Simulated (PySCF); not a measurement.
# CH3Cl3Sn, SMILES `C[Sn](Cl)(Cl)Cl`: electronic structure

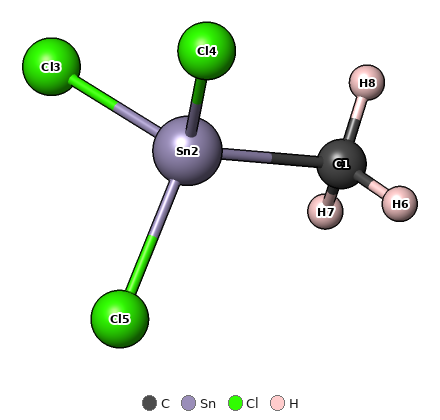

The molecule, with its atoms numbered as below. No frequency check shows the geometry to be a minimum.

Geometry (Å), atoms numbered from 1:

```
C1       0.0057   -0.0024    2.4388
Sn2      0.0005    0.0000    0.2206
Cl3     -1.2197    1.7722   -0.6630
Cl4     -0.9277   -1.9401   -0.6651
Cl5      2.1427    0.1688   -0.6692
H6       0.5923   -0.8499    2.7632
H7       0.4523    0.9292    2.7641
H8      -1.0248   -0.0812    2.7662
```

## 1. Bonding charge

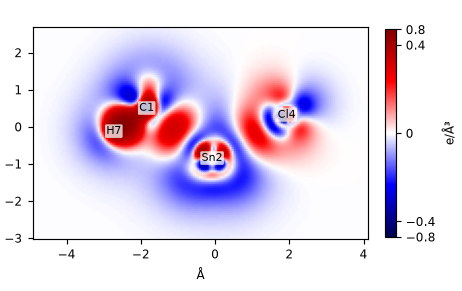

Deformation density (molecule less spherical, spin-averaged free atoms) in the plane of C1, Sn2, Cl4 and H7; colour scale in e/Å³, logarithmic beyond ±0.1; red: gain, blue: loss.

PySCF calculation, PBE/def2-TZVP, gas phase; geometry: GFN2-xTB. Core potentials replace the inner electrons of Sn; spin–orbit coupling isn't included.

**How much density has each bond in this plane gained at its critical point, relative to the free atoms?**

C1–H7: +0.69 e/Å³ at the bond critical point (bond length 1.08 Å, Mayer order 0.9). C1–Sn2: +0.15 e/Å³ at the bond critical point (bond length 2.22 Å, Mayer order 0.9). Sn2–Cl4: +0.06 e/Å³ at the bond critical point (bond length 2.33 Å, Mayer order 1.0). In all, 1.7 electrons gather in the regions of gain relative to the promolecule. A small or negative value marks a very polar bond, one between electron-rich atoms, whose free-atom densities already overlap strongly, a long bond to a heavier atom, or a closed-shell contact such as a hydrogen bond.

**Where do the Hirshfeld charges lie?**

The highest Hirshfeld charge is on Sn2 (+0.51 e), the lowest on Cl3, Cl4 and Cl5 (−0.17 e).

```tsv
atom	charge (e)
C1	−0.16
Sn2	+0.51
Cl3	−0.17
Cl4	−0.17
Cl5	−0.17
H6	+0.06
H7	+0.06
H8	+0.06
```

## 2. Local ionisation energy

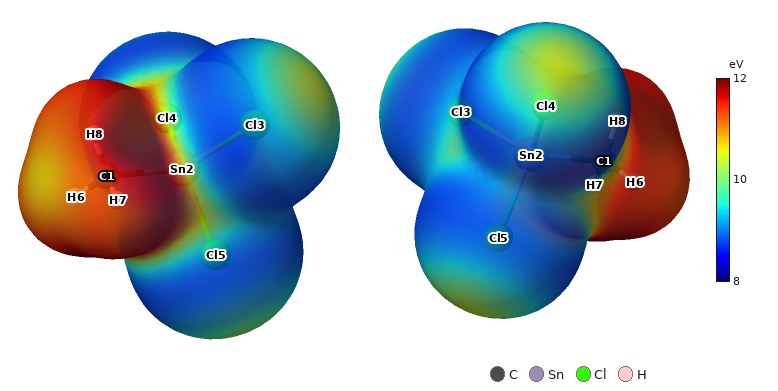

Average local ionisation energy on the surface of electron density 0.001 a.u. (back view left, front view right).

**Where are the most loosely bound electrons on this surface?**

The lowest value is 8.8 eV, 2.1 Å from Cl4, and at like points elsewhere. Further minima include 8.8 eV, 2.1 Å from Cl3. For comparison, the highest occupied orbital lies at −7.7 eV.

**What volume does the surface enclose, and what is the dipole moment?**

About 162 Å³; the dipole moment is 3.4 D.

## 3. In an electric field

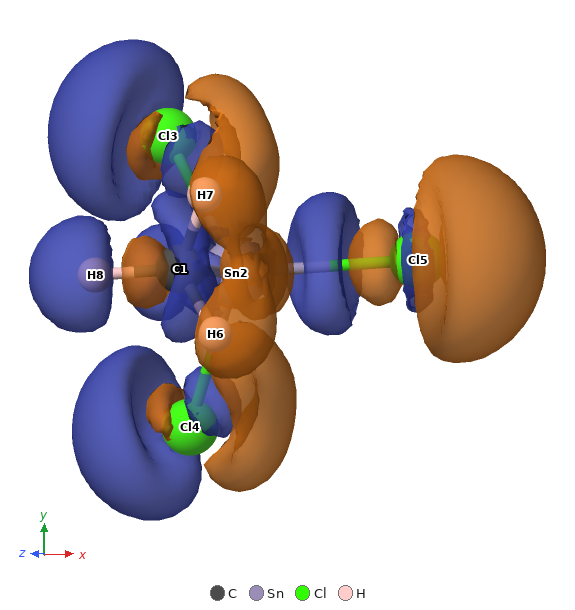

Change of the electron density in a uniform field of 0.21 V/Å, surfaces at ±0.0015 e/Å³ (orange: gain, blue: loss).

PySCF calculation, PBE/def2-TZVP, gas phase; geometry: GFN2-xTB. Core potentials replace the inner electrons of Sn; spin–orbit coupling isn't included. A basis without diffuse functions makes polarisabilities too small.

The field was applied in both directions; the picture shows the one opposite to the script's first.

**Along which Cartesian direction does the field point?**

Along −x: electrons gather on the +x side, against the field.

**What dipole is induced, and what polarisability does it imply?**

The induced dipole is 0.91 D (along the field); α along this axis, from the fields in both directions, is 89 bohr³ (13.3 Å³).
